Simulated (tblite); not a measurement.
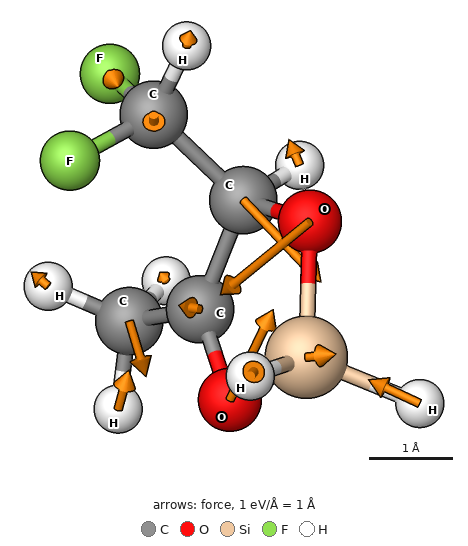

Starting geometry of C₄H₇F₂O₂Si (multiplicity 2) with the computed forces as orange arrows. The picture is a ball-and-stick view, seen from a free direction.

Computed with tblite 0.8.0, GFN2-xTB geometry optimisation, gas phase. 

**Is this structure relaxed? If not, where do the atoms go?**

It isn't relaxed: the largest force vector, on an O atom, is 1.68 eV/Å. The final displacements have little in common with the starting forces (cosine between the two patterns 0.14). The atom that moves furthest after the best rigid fit is an H atom (0.44 Å). Largest moves by element: H 0.44 Å, F 0.24 Å, C 0.22 Å, O 0.14 Å, Si 0.10 Å. Some distances before and after: C–O 1.447 → 1.395 Å, H–Si 1.490 → 1.449 Å, O–Si 1.684 → 1.651 Å, C–H 1.106 → 1.088 Å. Bond angles that change, for instance: H–Si–H 114.6° → 119.2°, O–C–C 115.9° → 111.4°, C–O–Si 108.1° → 112.0°. Groups turn about C–C by about 20°. The energy falls by 19.5 kJ/mol in 108 geometry steps. Cost: 0.77 s on 1 thread of Arm Neoverse V1 (shared host).
